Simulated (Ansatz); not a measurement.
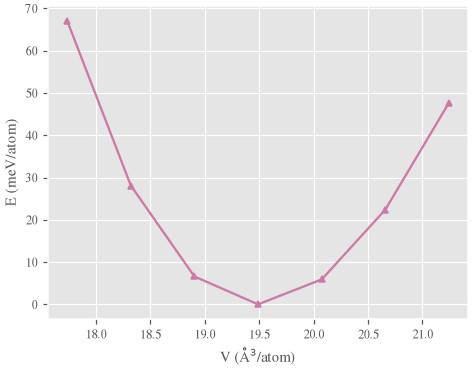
Figure. VSb$_{2}$ in space group I4/mcm (No. 140; Sb on 8h, V on 4a) under volume change, PBEsol (plane waves, PAW; program Ansatz), shape and atoms relaxed at each volume.

Problem. What does a third-order Birch–Murnaghan fit give for V₀, B₀ and B′?

Solution. V₀ = 19.49 Å³/atom, B₀ = 114 GPa, B′ = 4.7.

The workflow started from an entry of the Crystallography Open Database (COD, 293 K). Whether it is the stable phase at ambient conditions was not checked. The cell was relaxed with PBEsol under the symmetry of its start; its stability against distortions is not shown here. The workflow began spin-polarised and lost its moments. Scalar-relativistic: spin–orbit coupling is off unless named, which matters more the heavier the elements.

Potentials: the later of the program's two PAW sets.
